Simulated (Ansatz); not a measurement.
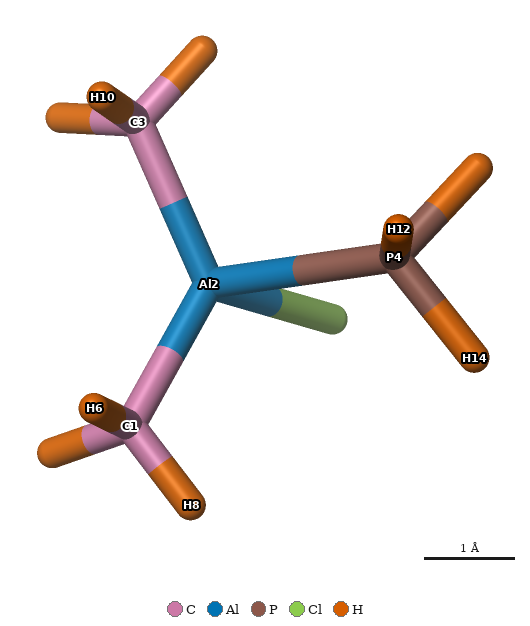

*The input geometry (stick view, seen at an oblique angle; atoms are numbered from 1 in the order of the input). Sticks mark near contacts.*

# C$_{2}$H$_{9}$AlClP: geometry relaxation

The run: geometry relaxation of C$_{2}$H$_{9}$AlClP. Method and program: RKS PBE0-D4/def2-TZVP (Ansatz 0.2.0).

The geometry: PBE-D4/def2-SVP start. Figures and captions count atoms from 1; the log counts them from 0 in places.

**Input**
```yaml
crystal:
  periodic: [false, false, false]
  atoms:
    - {symbol: C, position_ang: [-1.777768, 1.039953, 0.214087]}
    - {symbol: Al, position_ang: [0.096162, 0.648675, -0.247726]}
    - {symbol: C, position_ang: [1.587115, 0.823649, 1.027153]}
    - {symbol: P, position_ang: [0.053410, -1.882128, -0.690850]}
    - {symbol: Cl, position_ang: [0.623368, 0.919643, -2.344364]}
    - {symbol: H, position_ang: [-2.079718, 0.574902, 1.177195]}
    - {symbol: H, position_ang: [-1.919213, 2.136680, 0.331842]}
    - {symbol: H, position_ang: [-2.492199, 0.707760, -0.567429]}
    - {symbol: H, position_ang: [2.532579, 0.388380, 0.641589]}
    - {symbol: H, position_ang: [1.365348, 0.352481, 2.008652]}
    - {symbol: H, position_ang: [1.789178, 1.898715, 1.227846]}
    - {symbol: H, position_ang: [-0.238489, -2.946907, 0.225527]}
    - {symbol: H, position_ang: [1.268920, -2.409091, -1.227821]}
    - {symbol: H, position_ang: [-0.821593, -2.282114, -1.746900]}
basis:
  gaussian: {orbitals: def2-TZVP}
hamiltonian: {xc: pbe0, dispersion: d4}
relax: {f_tol: 0.005, max_steps: 150}
```

Machine: 4 threads of Arm Neoverse V2, 23 GiB of memory available, shared host.

Run as:
```bash
ansatz run in.yaml --threads 4 --pin off --events-out ev --progress --plain --max-ram 11315MiB
```

**The program's output**
```
Functional definition: PBE0
  name "PBE0"
  cite "Adamo & Barone, J. Chem. Phys. 110, 6158 (1999) doi:10.1063/1.478522"
  cite "Perdew, Burke & Ernzerhof, Phys. Rev. Lett. 77, 3865 (1996) doi:10.1103/PhysRevLett.77.3865"
  parent pbe
  parameter a = 0.25
  parameter kappa = 0.804
  parameter beta = 0.06672455060314922
  exchange = (1 - a)*pbe_x(kappa = kappa, mu = beta*pi^2/3) + a*exact_x
  correlation = pbe_c(beta = beta)
1585 factors; their error is unknown
mean field evaluation 1: about -30608.4799 eV, gradient 7.0e1 eV
mean field evaluation 2: about -30602.8692 eV, gradient 7.8e1 eV
mean field evaluation 4: about -30619.8041 eV, gradient 3.5e0 eV
mean field evaluation 8: about -30619.8336 eV, gradient 3.5e-2 eV
mean field evaluation 16: about -30619.8817 eV, gradient 2.6e-5 eV
mean field -30619.88169478 eV, -1125.2598973819 hartree, gradient 2.6e-5 eV, S^2 0.000000; 0 other end points of the search recorded, 0 dependent functions left out
the calculation of the forces begins
reference -30619.88173404 eV, -1125.2598988248 hartree; 33, 33 occupied and 194, 194 virtual orbitals, 1585 factors
relax step   1: F+E_penalty+E_count = -30620.17456702 eV  Δ(F+E_penalty+E_count) = +0.000e0 eV  max|allowed force component| = 6.319e-1 eV/Å  Δτ_max = 0.0000 Å  (27 SCF iters, accepted)
these checks for a lower state are left out or cut short: starts, cluster_reference, orbital_swaps, neighbouring_geometries, increment
1585 factors; their error is unknown
mean field -30619.92342398 eV, -1125.2614309018 hartree, gradient 8.8e-6 eV, S^2 0.000000; 0 other end points of the search recorded, 0 dependent functions left out
the calculation of the forces begins
reference -30619.92346299 eV, -1125.2614323352 hartree; 33, 33 occupied and 194, 194 virtual orbitals, 1585 factors
relax step   2: F+E_penalty+E_count = -30620.21787443 eV  Δ(F+E_penalty+E_count) = -4.331e-2 eV  max|allowed force component| = 2.050e-1 eV/Å  Δτ_max = 0.0232 Å  (30 SCF iters, accepted)
these checks for a lower state are left out or cut short: starts, cluster_reference, orbital_swaps, neighbouring_geometries, increment
1585 factors; their error is unknown
mean field -30619.92686792 eV, -1125.2615574643 hartree, gradient 8.6e-6 eV, S^2 0.000000; 0 other end points of the search recorded, 0 dependent functions left out
the calculation of the forces begins
reference -30619.92690678 eV, -1125.2615588923 hartree; 33, 33 occupied and 194, 194 virtual orbitals, 1585 factors
relax step   3: F+E_penalty+E_count = -30620.22226601 eV  Δ(F+E_penalty+E_count) = -4.392e-3 eV  max|allowed force component| = 2.478e-2 eV/Å  Δτ_max = 0.0223 Å  (29 SCF iters, accepted)
these checks for a lower state are left out or cut short: starts, cluster_reference, orbital_swaps, neighbouring_geometries, increment
1585 factors; their error is unknown
mean field evaluation 32: about -30619.8764 eV, gradient 6.1e-1 eV
mean field -30619.92740409 eV, -1125.2615771680 hartree, gradient 8.5e-6 eV, S^2 0.000000; 0 other end points of the search recorded, 0 dependent functions left out
the calculation of the forces begins
reference -30619.92744296 eV, -1125.2615785964 hartree; 33, 33 occupied and 194, 194 virtual orbitals, 1585 factors
relax step   4: F+E_penalty+E_count = -30620.22264514 eV  Δ(F+E_penalty+E_count) = -3.791e-4 eV  max|allowed force component| = 1.757e-2 eV/Å  Δτ_max = 0.0150 Å  (30 SCF iters, accepted)
these checks for a lower state are left out or cut short: starts, cluster_reference, orbital_swaps, neighbouring_geometries, increment
1585 factors; their error is unknown
mean field -30619.92771028 eV, -1125.2615884205 hartree, gradient 8.6e-6 eV, S^2 0.000000; 0 other end points of the search recorded, 0 dependent functions left out
the calculation of the forces begins
reference -30619.92774914 eV, -1125.2615898485 hartree; 33, 33 occupied and 194, 194 virtual orbitals, 1585 factors
relax step   5: F+E_penalty+E_count = -30620.22275368 eV  Δ(F+E_penalty+E_count) = -1.085e-4 eV  max|allowed force component| = 5.360e-2 eV/Å  Δτ_max = 0.0146 Å  (29 SCF iters, accepted)
these checks for a lower state are left out or cut short: starts, cluster_reference, orbital_swaps, neighbouring_geometries, increment
1585 factors; their error is unknown
mean field -30619.92791368 eV, -1125.2615958953 hartree, gradient 1.6e-5 eV, S^2 0.000000; 0 other end points of the search recorded, 0 dependent functions left out
the calculation of the forces begins
reference -30619.92795254 eV, -1125.2615973231 hartree; 33, 33 occupied and 194, 194 virtual orbitals, 1585 factors
relax step   6: F+E_penalty+E_count = -30620.22295665 eV  Δ(F+E_penalty+E_count) = -2.030e-4 eV  max|allowed force component| = 1.809e-2 eV/Å  Δτ_max = 0.0081 Å  (23 SCF iters, accepted)
these checks for a lower state are left out or cut short: starts, cluster_reference, orbital_swaps, neighbouring_geometries, increment
1585 factors; their error is unknown
mean field -30619.92797190 eV, -1125.2615980347 hartree, gradient 8.6e-6 eV, S^2 0.000000; 0 other end points of the search recorded, 0 dependent functions left out
the calculation of the forces begins
reference -30619.92801074 eV, -1125.2615994620 hartree; 33, 33 occupied and 194, 194 virtual orbitals, 1585 factors
relax step   7: F+E_penalty+E_count = -30620.22307156 eV  Δ(F+E_penalty+E_count) = -1.149e-4 eV  max|allowed force component| = 8.880e-3 eV/Å  Δτ_max = 0.0124 Å  (30 SCF iters, accepted)
these checks for a lower state are left out or cut short: starts, cluster_reference, orbital_swaps, neighbouring_geometries, increment
1585 factors; their error is unknown
mean field evaluation 64: about -30619.9280 eV, gradient 8.6e-6 eV
mean field -30619.92801096 eV, -1125.2615994702 hartree, gradient 8.6e-6 eV, S^2 0.000000; 0 other end points of the search recorded, 0 dependent functions left out
the calculation of the forces begins
reference -30619.92804979 eV, -1125.2616008972 hartree; 33, 33 occupied and 194, 194 virtual orbitals, 1585 factors
relax step   8: F+E_penalty+E_count = -30620.22311737 eV  Δ(F+E_penalty+E_count) = -4.581e-5 eV  max|allowed force component| = 2.977e-3 eV/Å  Δτ_max = 0.0083 Å  (30 SCF iters, accepted)
these checks for a lower state are left out or cut short: starts, cluster_reference, orbital_swaps, neighbouring_geometries, increment
1585 factors; their error is unknown
mean field -30619.92804832 eV, -1125.2616008431 hartree, gradient 1.7e-5 eV, S^2 0.000000; 0 other end points of the search recorded, 0 dependent functions left out
the calculation of the forces begins
reference -30619.92808715 eV, -1125.2616022700 hartree; 33, 33 occupied and 194, 194 virtual orbitals, 1585 factors
relax step   9: F+E_penalty+E_count = -30620.22312799 eV  Δ(F+E_penalty+E_count) = -1.061e-5 eV  max|allowed force component| = 1.069e-3 eV/Å  Δτ_max = 0.0063 Å  (23 SCF iters, accepted)
```

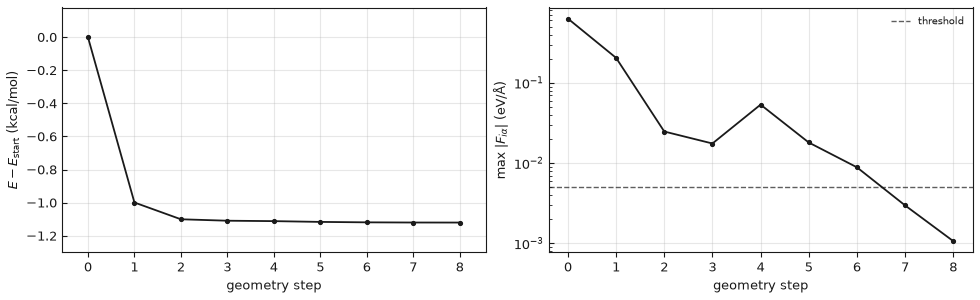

*Progress of the relaxation, step by step (the first geometry is step 0 here and step 1 in the log).*

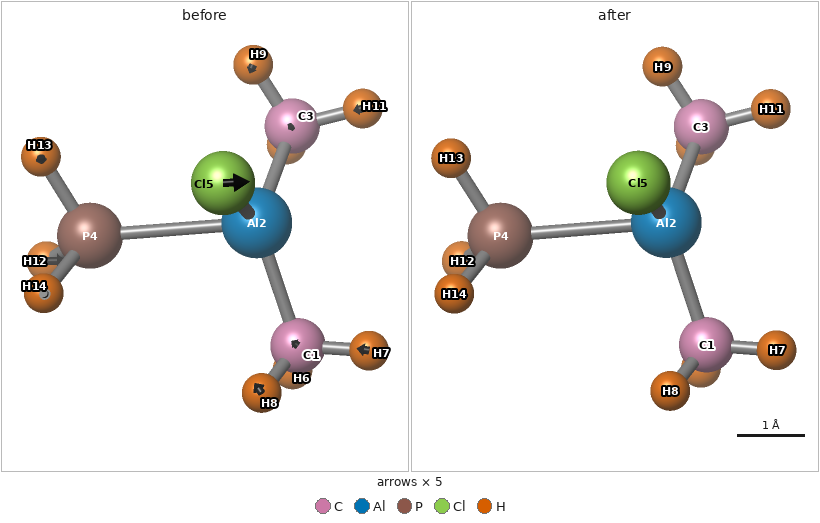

*Before (left) and after (right) the relaxation, at one scale (ball-and-stick view, seen at a tilt). The black arrows give the displacements, magnified 5 times.*

Cl5 moves most after the best rigid fit: 0.082 Å. Largest moves by element: Cl 0.082 Å, H 0.081 Å, C 0.025 Å, P 0.012 Å, Al 0.011 Å. Among the contacts that change: P4–H12 1.435 → 1.412 Å, Al2–Cl5 2.179 → 2.159 Å, C1–H7 1.112 → 1.095 Å, C1–H6 1.111 → 1.095 Å. Among the angles that change: Al2–P4–H12 128.6° → 125.8°, P4–Al2–Cl5 87.7° → 90.1°. After 8 geometry steps the energy has fallen by 1.12 kcal/mol. The largest force component goes from 0.63 to 0.0011 eV/Å. (Atoms are counted from 1 in the order of the input.)

```
1585 factors; their error is unknown
mean field -30619.92804832 eV, -1125.2616008431 hartree, gradient 2.2e-5 eV, S^2 0.000000; 1 other end points of the search recorded, 0 dependent functions left out
the calculation of the forces begins
reference -30619.92808715 eV, -1125.2616022700 hartree; 33, 33 occupied and 194, 194 virtual orbitals, 1585 factors
Total energy: -30620.22316681 eV, -1125.2724462477 hartree
Atom 0 at    -1.761865     1.021123     0.207611 Å, force    -0.000286     0.000622    -0.000165 eV/Å
Atom 1 at     0.101371     0.644001    -0.255635 Å, force     0.000365     0.000665    -0.000804 eV/Å
Atom 2 at     1.578050     0.813501     1.016861 Å, force     0.000291     0.000390    -0.000076 eV/Å
Atom 3 at     0.052501    -1.871926    -0.696556 Å, force    -0.000070    -0.001069    -0.000365 eV/Å
Atom 4 at     0.623757     0.997906    -2.320531 Å, force    -0.000119    -0.000377     0.000492 eV/Å
Atom 5 at    -2.054567     0.558057     1.155439 Å, force     0.000311    -0.000089    -0.000086 eV/Å
Atom 6 at    -1.910513     2.100453     0.321225 Å, force     0.000207    -0.000474     0.000305 eV/Å
Atom 7 at    -2.460097     0.684763    -0.563900 Å, force    -0.000165    -0.000033     0.000245 eV/Å
Atom 8 at     2.506562     0.376215     0.639306 Å, force     0.000083     0.000024     0.000349 eV/Å
Atom 9 at     1.349962     0.346115     1.980195 Å, force    -0.000244     0.000003    -0.000178 eV/Å
Atom 10 at     1.783566     1.870767     1.216603 Å, force    -0.000420    -0.000338     0.000137 eV/Å
Atom 11 at    -0.241098    -2.872291     0.255924 Å, force     0.000241     0.000656    -0.000519 eV/Å
Atom 12 at     1.246594    -2.413126    -1.211557 Å, force    -0.000630    -0.000032     0.000146 eV/Å
Atom 13 at    -0.827124    -2.284962    -1.716186 Å, force     0.000435     0.000053     0.000520 eV/Å
Dipole moment:    -0.123546    -0.864493     0.288846 e Å
```

**Trajectory as extended XYZ (Å, eV, eV/Å), 8 of the 9 frames kept, from step=1 to step=9**
```
14
Properties=species:S:1:pos:R:3:forces:R:3 step=1 energy=-30620.17457
C    -1.7778    1.0400    0.2141   -0.3282   0.1335   0.0888
Al    0.0962    0.6487   -0.2477    0.0131  -0.0440  -0.0336
C     1.5871    0.8236    1.0272    0.2753   0.1109   0.2188
P     0.0534   -1.8821   -0.6908    0.0216  -0.6319  -0.2139
Cl    0.6234    0.9196   -2.3444   -0.0588   0.0031   0.2378
H    -2.0797    0.5749    1.1772    0.1478   0.2104  -0.4603
H    -1.9192    2.1367    0.3318    0.0563  -0.5112  -0.0566
H    -2.4922    0.7078   -0.5674    0.3429   0.1486   0.3685
H     2.5326    0.3884    0.6416   -0.4548   0.1981   0.1833
H     1.3653    0.3525    2.0087    0.0965   0.2114  -0.4700
H     1.7892    1.8987    1.2278   -0.0829  -0.5033  -0.0860
H    -0.2385   -2.9469    0.2255    0.0862   0.3574  -0.2604
H     1.2689   -2.4091   -1.2278   -0.3632   0.1825   0.1711
H    -0.8216   -2.2821   -1.7469    0.2483   0.1344   0.3123
14
Properties=species:S:1:pos:R:3:forces:R:3 step=2 energy=-30620.21787
C    -1.7667    1.0344    0.2130   -0.1058   0.0383   0.0396
Al    0.0971    0.6355   -0.2430    0.0020   0.0115  -0.0219
C     1.5813    0.8256    1.0231    0.0845   0.0238   0.0773
P     0.0486   -1.8840   -0.6943    0.0145  -0.2050  -0.0575
Cl    0.6209    0.9277   -2.3240   -0.0130   0.0115   0.0543
H    -2.0659    0.5739    1.1654    0.0393   0.0570  -0.1266
H    -1.9105    2.1193    0.3271    0.0336  -0.1537  -0.0210
H    -2.4710    0.7013   -0.5605    0.0980   0.0373   0.0980
H     2.5158    0.3923    0.6429   -0.1276   0.0511   0.0475
H     1.3604    0.3582    1.9931    0.0281   0.0563  -0.1261
H     1.7830    1.8887    1.2224   -0.0416  -0.1511  -0.0403
H    -0.2413   -2.9266    0.2251    0.0313   0.1204  -0.0950
H     1.2565   -2.3987   -1.2225   -0.1256   0.0549   0.0614
H    -0.8211   -2.2769   -1.7390    0.0823   0.0477   0.1104
14
Properties=species:S:1:pos:R:3:forces:R:3 step=3 energy=-30620.22227
C    -1.7630    1.0302    0.2110   -0.0025  -0.0096   0.0011
Al    0.0964    0.6369   -0.2505    0.0102  -0.0084   0.0050
C     1.5753    0.8168    1.0168   -0.0003   0.0005   0.0013
P     0.0533   -1.8790   -0.6841   -0.0040   0.0085  -0.0248
Cl    0.6193    0.9487   -2.3247   -0.0061   0.0014   0.0188
H    -2.0604    0.5663    1.1568    0.0036  -0.0031   0.0040
H    -1.9025    2.1098    0.3293   -0.0014   0.0161  -0.0017
H    -2.4636    0.7023   -0.5614   -0.0066  -0.0019  -0.0087
H     2.5053    0.3855    0.6370    0.0084  -0.0028  -0.0056
H     1.3538    0.3480    1.9809   -0.0074  -0.0024   0.0019
H     1.7737    1.8748    1.2163    0.0081   0.0182   0.0045
H    -0.2372   -2.9127    0.2327   -0.0057   0.0074   0.0176
H     1.2538   -2.3935   -1.2095    0.0087  -0.0073  -0.0057
H    -0.8171   -2.2635   -1.7217   -0.0051  -0.0166  -0.0075
14
Properties=species:S:1:pos:R:3:forces:R:3 step=4 energy=-30620.22265
C    -1.7622    1.0283    0.2122    0.0029  -0.0093   0.0038
Al    0.0980    0.6349   -0.2458   -0.0007  -0.0040  -0.0147
C     1.5773    0.8204    1.0203   -0.0053  -0.0128   0.0003
P     0.0502   -1.8798   -0.6958    0.0016   0.0176   0.0116
Cl    0.6196    0.9503   -2.3184    0.0042   0.0153  -0.0107
H    -2.0588    0.5694    1.1605   -0.0043  -0.0028   0.0090
H    -1.9028    2.1085    0.3238   -0.0009   0.0119   0.0001
H    -2.4619    0.6950   -0.5588   -0.0051  -0.0025  -0.0073
H     2.5067    0.3860    0.6424    0.0089  -0.0035  -0.0031
H     1.3542    0.3562    1.9860   -0.0008  -0.0032   0.0097
H     1.7774    1.8793    1.2149    0.0000   0.0113  -0.0010
H    -0.2411   -2.9023    0.2332   -0.0011  -0.0093   0.0071
H     1.2505   -2.3995   -1.2166    0.0098  -0.0080  -0.0006
H    -0.8200   -2.2762   -1.7293   -0.0092  -0.0007  -0.0042
14
Properties=species:S:1:pos:R:3:forces:R:3 step=6 energy=-30620.22296
C    -1.7621    1.0257    0.2110    0.0120  -0.0110  -0.0041
Al    0.0992    0.6352   -0.2508   -0.0029   0.0181   0.0091
C     1.5771    0.8174    1.0192   -0.0087  -0.0103  -0.0091
P     0.0515   -1.8787   -0.6960    0.0024  -0.0014  -0.0033
Cl    0.6213    0.9729   -2.3191    0.0010   0.0005  -0.0036
H    -2.0570    0.5671    1.1603   -0.0026   0.0006   0.0012
H    -1.9023    2.1064    0.3218   -0.0015   0.0004  -0.0001
H    -2.4626    0.6917   -0.5593   -0.0017   0.0012   0.0011
H     2.5070    0.3821    0.6430    0.0011   0.0011   0.0022
H     1.3514    0.3542    1.9851    0.0016   0.0003   0.0023
H     1.7772    1.8769    1.2127    0.0007  -0.0001   0.0001
H    -0.2405   -2.8943    0.2410    0.0002   0.0041   0.0006
H     1.2498   -2.4060   -1.2154   -0.0014  -0.0026   0.0013
H    -0.8228   -2.2800   -1.7247   -0.0002  -0.0010   0.0022
14
Properties=species:S:1:pos:R:3:forces:R:3 step=7 energy=-30620.22307
C    -1.7618    1.0232    0.2099   -0.0002   0.0002  -0.0001
Al    0.0999    0.6393   -0.2527    0.0036  -0.0016  -0.0089
C     1.5769    0.8148    1.0181    0.0001   0.0014   0.0003
P     0.0527   -1.8753   -0.6966    0.0002   0.0001  -0.0011
Cl    0.6223    0.9837   -2.3203   -0.0016   0.0008   0.0058
H    -2.0556    0.5642    1.1594    0.0003   0.0009  -0.0011
H    -1.9047    2.1037    0.3205   -0.0036  -0.0012   0.0008
H    -2.4622    0.6878   -0.5601    0.0009   0.0008   0.0009
H     2.5065    0.3781    0.6425   -0.0017   0.0009   0.0002
H     1.3498    0.3514    1.9836    0.0002   0.0009  -0.0010
H     1.7792    1.8737    1.2125    0.0032  -0.0013   0.0029
H    -0.2406   -2.8838    0.2476    0.0001   0.0017  -0.0016
H     1.2490   -2.4093   -1.2140   -0.0016  -0.0011   0.0011
H    -0.8242   -2.2810   -1.7215    0.0001  -0.0026   0.0018
14
Properties=species:S:1:pos:R:3:forces:R:3 step=8 energy=-30620.22312
C    -1.7619    1.0221    0.2086   -0.0001  -0.0002   0.0001
Al    0.1007    0.6420   -0.2543    0.0003   0.0030  -0.0004
C     1.5776    0.8142    1.0175    0.0001  -0.0001   0.0002
P     0.0525   -1.8731   -0.6965   -0.0001  -0.0029  -0.0009
Cl    0.6231    0.9916   -2.3201    0.0001   0.0007  -0.0002
H    -2.0552    0.5606    1.1570    0.0004   0.0005  -0.0010
H    -1.9088    2.1019    0.3209   -0.0002  -0.0015   0.0002
H    -2.4604    0.6858   -0.5626   -0.0017   0.0002   0.0002
H     2.5061    0.3769    0.6400    0.0015   0.0001   0.0010
H     1.3502    0.3482    1.9816    0.0001   0.0005  -0.0009
H     1.7824    1.8720    1.2153    0.0000  -0.0014   0.0003
H    -0.2409   -2.8771    0.2523    0.0002   0.0013  -0.0004
H     1.2475   -2.4113   -1.2125   -0.0009   0.0000   0.0006
H    -0.8259   -2.2834   -1.7184    0.0003   0.0000   0.0011
14
Properties=species:S:1:pos:R:3:forces:R:3 step=9 energy=-30620.22313
C    -1.7619    1.0211    0.2076   -0.0003   0.0006  -0.0002
Al    0.1014    0.6440   -0.2556    0.0004   0.0007  -0.0008
C     1.5780    0.8135    1.0169    0.0003   0.0004  -0.0001
P     0.0525   -1.8719   -0.6966   -0.0001  -0.0011  -0.0004
Cl    0.6238    0.9979   -2.3205   -0.0001  -0.0004   0.0005
H    -2.0546    0.5581    1.1554    0.0003  -0.0001  -0.0001
H    -1.9105    2.1005    0.3212    0.0002  -0.0005   0.0003
H    -2.4601    0.6848   -0.5639   -0.0002   0.0000   0.0002
H     2.5066    0.3762    0.6393    0.0001   0.0000   0.0003
H     1.3500    0.3461    1.9802   -0.0002   0.0000  -0.0002
H     1.7836    1.8708    1.2166   -0.0004  -0.0003   0.0001
H    -0.2411   -2.8723    0.2559    0.0002   0.0007  -0.0005
H     1.2466   -2.4131   -1.2116   -0.0006   0.0000   0.0001
H    -0.8271   -2.2850   -1.7162    0.0004   0.0001   0.0005
```

**Key numbers**

- outcome: converged
- total energy: −30620.2232 eV
- mean-field energy: −30619.9281 eV
- dispersion energy: −0.2951 eV
- SCF solution under orbital rotations: stable
- largest force (length of the vector) at the end: 0.001 eV/Å
- dipole moment: 4.42 D
- wall time: 42 s (CPU time 2.7 min)
- peak memory: 0.73 GiB
